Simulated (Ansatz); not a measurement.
Level of theory: PBE (plane waves to 420 eV, PAW; Ansatz, a first-principles code).

Host crystal: monoclinic HfO2, with a band gap (PBE, scalar-relativistic without spin-orbit coupling).

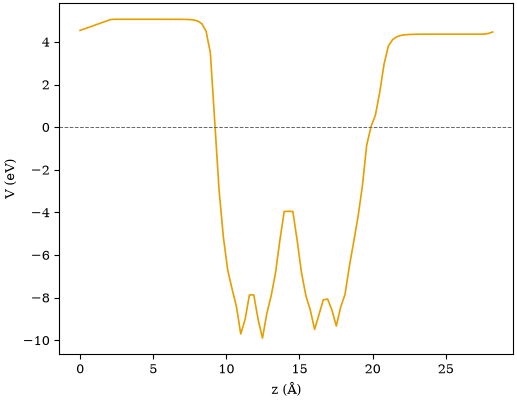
Planar average of the electrostatic potential across the slab, in eV from the Fermi level, for Ag on the 1x1 (100) surface of monoclinic HfO2 (cut with top plane 2 O), one in a 1x1 cell, started at the site 'hollow O-O-O'

Slab: 25 atoms, 9.3 Å thick at the start under the adsorbate (thin: gaps and levels are the slab's own); k 4x4x1, smearing 0.01 eV, dipole-corrected; 12 atoms held, the rest relaxed; no symmetry held; spin-polarised, ending with about 0.9 μB a cell, a value that depends on the mesh; orders that need a larger cell were not tried, no spin-orbit, no U, no dispersion correction. The slab shows no gap over 0.04 eV on its mesh. At the end it is bonded to 4 Hf + O. In PBE it is, or lies within 0.03 eV of, the lowest of the starts that converged.

The vacuum level lies 4.36 eV above the Fermi level over the top face and 5.06 eV above it under the bottom face.
